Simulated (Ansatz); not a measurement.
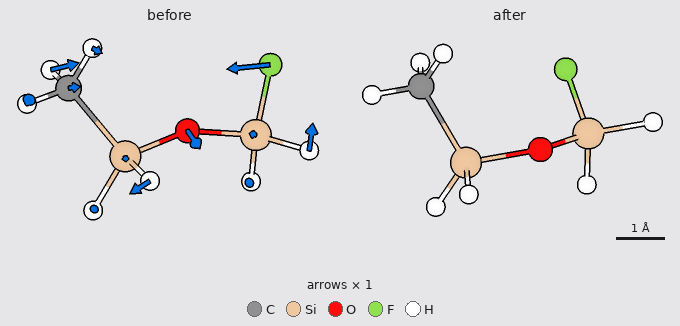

The structure of CH$_{7}$FOSi$_{2}$ before (left) and after (right) a relaxation, at one scale. The blue arrows give the displacements, at their true length.

The picture is a ball-and-stick view, seen at a tilt.

The start comes from PBE-D4/def2-SVP.

Method: Ansatz 0.2.0, RKS PBE0-D4/def2-TZVP. (force threshold 0.005 eV/Å; at most 150 steps)

Summarise the run.

Answer. The energy falls by 2.93 kcal/mol in 40 accepted moves (41 points after the start). The largest force component goes from 1.1 to 0.0033 eV/Å. The line search rejected the trial step at point 7 of the run. The atom that moves furthest after the best rigid fit is the F atom (0.94 Å). Largest moves by element: F 0.94 Å, O 0.70 Å, H 0.67 Å, C 0.29 Å, Si 0.19 Å. Some distances before and after: F–Si 1.633 → 1.597 Å, O–Si 1.647 → 1.614 Å, O–Si 1.677 → 1.648 Å, H–Si 1.499 → 1.477 Å. Bond angles that change, for instance: Si–O–Si 157.7° → 146.6°. Groups turn about O–Si by about 125°, O–Si by about 105°. The run took of the order of 8 core-minutes on a shared host.
